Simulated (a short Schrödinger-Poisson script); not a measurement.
Structure: gated Al0.3Ga0.7N/GaN polarisation-induced gas, at 20 K.

| layer | material | thickness (nm) | Na (cm⁻³) |
|---|---|---|---|
| 1 | Al0.3Ga0.7N | 15 | - |
| 2 | GaN | 6000 | 1e15 |

The device is made up for the run: typed textbook-type constants, with dimensions and the other settings drawn at random. Al0.3Ga0.7N: permittivity 9.32, conduction-band edge (eV) 0.414, gap (eV) 4.021, electron mass (mₑ) 0.236, Nv at 300 K (cm⁻³) 4.6e19. GaN: permittivity 9.5, conduction-band edge (eV) 0, gap (eV) 3.43, Nv at 300 K (cm⁻³) 4.6e19.

Channel valleys (confinement mass, in-plane density-of-states mass, number): Γ 0.2, 0.2, 1. At the gate the conduction-band edge of layer 1 lies 1.23 eV − eVg above the Fermi level of the channel; the field vanishes at the back. Sheet of polarisation charge: +1.5e13 e/cm² at 15 nm from the gate. The barrier under the gate holds no holes. Gaps are held at their typed values at every temperature. Mesh 0.08 nm at interfaces.

Solved with a short Schrödinger-Poisson script written for these runs: 1D Poisson equation in equilibrium, electrons quantum, Hartree (BenDaniel-Duke, 40 states a valley, the channel's in-plane mass for all, wave functions free to enter the barrier), parabolic valleys, classical holes, full ionisation, no traps, pinning or gate leakage.

Only gate voltages with over 1e8 electrons/cm² are shown.

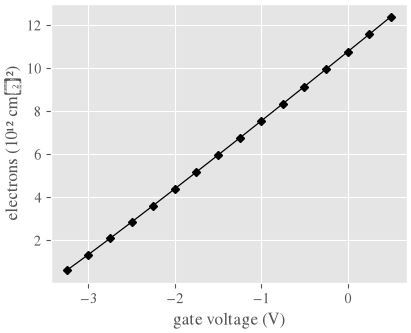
Figure. Sheet density against gate voltage

```
Vg (V)  electrons (cm⁻²)  in the channel layer  C (μF/cm²)  Γ E0 (meV)  Γ E1 (meV)
------  ----------------  --------------------  ----------  ----------  ----------
0.5              1.24e13               1.12e13       0.524      -134.3       -14.1
0.25             1.16e13               1.05e13       0.522      -126.3       -12.2
0                1.08e13               9.90e12       0.519      -118.3       -10.5
-0.25            9.95e12               9.23e12       0.517      -110.3        -8.9
-0.5             9.15e12               8.55e12       0.515      -102.2        -7.3
-0.75            8.35e12               7.86e12       0.513       -94.0        -5.8
-1               7.55e12               7.16e12       0.510       -85.8        -4.4
-1.25            6.76e12               6.45e12       0.508       -77.6        -3.0
-1.5             5.96e12               5.73e12       0.506       -69.2        -1.6
-1.75            5.18e12               5.00e12       0.503       -60.8         0.1
-2               4.40e12               4.27e12       0.499       -52.2         2.4
-2.25            3.62e12               3.54e12       0.495       -43.3         6.3
-2.5             2.85e12               2.80e12       0.490       -34.1        11.3
-2.75            2.09e12               2.06e12       0.485       -25.0        16.1
-3               1.34e12               1.33e12       0.476       -16.1        20.1
-3.25            6.10e11               6.06e11       0.461        -7.3        23.1
```

Subbands count from the Fermi level.
